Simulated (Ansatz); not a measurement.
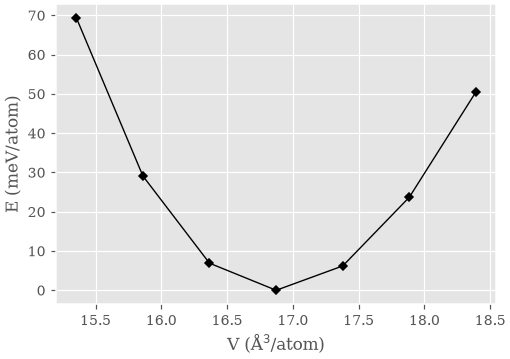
Fig. 1. MoS₂ (fluorite, Fm-3m) under volume change, DFT-PBE in the program Ansatz with PAW potentials, scaled uniformly.

What does a third-order Birch–Murnaghan fit give for V₀, B₀ and B′?

V₀ = 16.87 Å³/atom, B₀ = 138 GPa, B′ = 4.4.

A made-up cell: these elements were put on the sites of a structure type; neither database checked (COD, Materials Project) lists it. It is not the phase usual at ambient conditions (space group No. 160, 194). The cell was relaxed with PBE under the symmetry of its start; whether a distortion lowers the energy is not shown. No spin polarisation was allowed.

Potentials: the earlier of the program's two PAW sets.
